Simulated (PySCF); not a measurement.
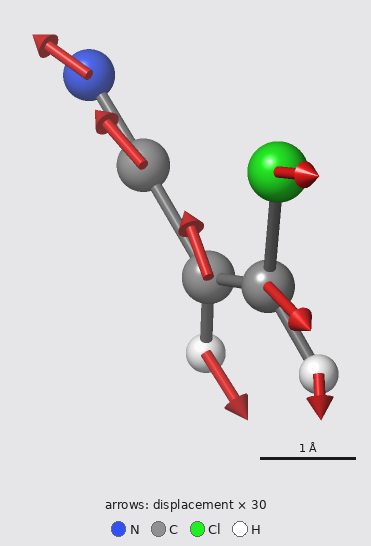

This is a relaxation of C3H2ClN. The starting structure is drawn; red arrows show the displacements, magnified 30 times. The two geometries are superimposed by the best rigid fit.

Style: ball-and-stick. Shown from a free direction.

The start comes from GFN2-xTB. Its atoms were then displaced at random by about 0.01 Å.

All numbers below come from PBE0-D3(BJ)/def2-SVP geometry optimisation, gas phase (PySCF 2.14.0, density-fitted response routines). 

Describe the change and its energy.

The largest move after the best rigid fit is that of a C atom, 0.032 Å. Largest moves by element: C 0.032 Å, N 0.029 Å, H 0.029 Å, Cl 0.023 Å. Among the contacts that change: C–C 1.293 → 1.342 Å, C–H 1.073 → 1.094 Å, C–H 1.103 → 1.092 Å, C–Cl 1.698 → 1.705 Å. Among the angles between lasting bonds that change: C–C–H 122.8° → 118.5°, C–C–H 114.8° → 117.3°. Over 7 geometry steps the energy falls by 0.106 eV. Cost: 17 s on 1 thread of Arm Neoverse V1, with other jobs on the host.
